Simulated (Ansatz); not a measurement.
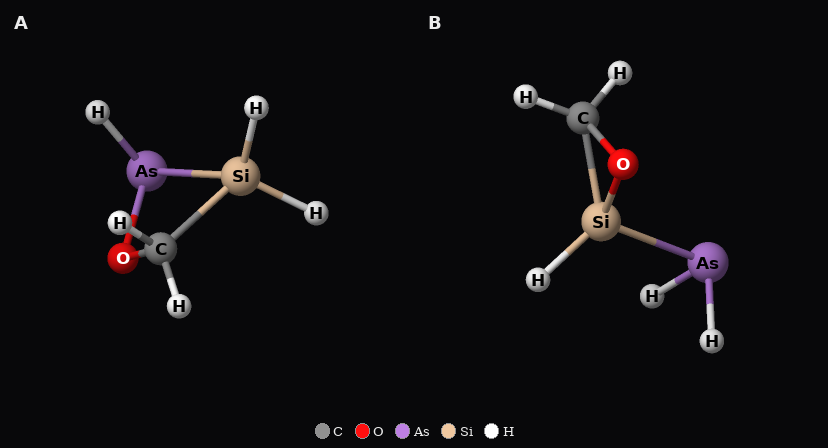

2 stationary structures of one formula. Geometries: PBE0-D4/def2-TZVP. Electronic energies: PBE0-D4/def2-TZVP (Ansatz 0.2.0), without zero-point energy. No frequency run is at hand to confirm each as a minimum.

### Are they conformers, stereoisomers or constitutional isomers?

They are constitutional isomers of CH5AsOSi: A `C1O[AsH][SiH2]1`, B `[AsH2][Si@@H]1CO1`.

### Rank them by energy, lowest first.

B is lowest; A lies 0.328 eV above it.

Give E(B) − E(A) in eV at these levels too: RHF-MP2 (frozen core)/def2-QZVPP; r2SCAN-D4/def2-TZVPP; PBE0-D4/def2-TZVPP; PBE0-D4/def2-TZVP; B2PLYP (frozen core)/def2-TZVPP; ωB97X-V/def2-TZVPP; CCSD(T)/CBS (MP2 limit from def2-TZVPP and def2-QZVPP plus CCSD(T) − MP2); PBE-D4/def2-TZVPP.

```
                                                                    level  E(B) − E(A) (eV)
                                         RHF-MP2 (frozen core)/def2-QZVPP            −0.386
                                                     r2SCAN-D4/def2-TZVPP            −0.420
                                                       PBE0-D4/def2-TZVPP            −0.333
                                                        PBE0-D4/def2-TZVP            −0.328
                                          B2PLYP (frozen core)/def2-TZVPP            −0.350
                                                       ωB97X-V/def2-TZVPP            −0.294
CCSD(T)/CBS (MP2 limit from def2-TZVPP and def2-QZVPP plus CCSD(T) − MP2)            −0.354
                                                        PBE-D4/def2-TZVPP            −0.338
```
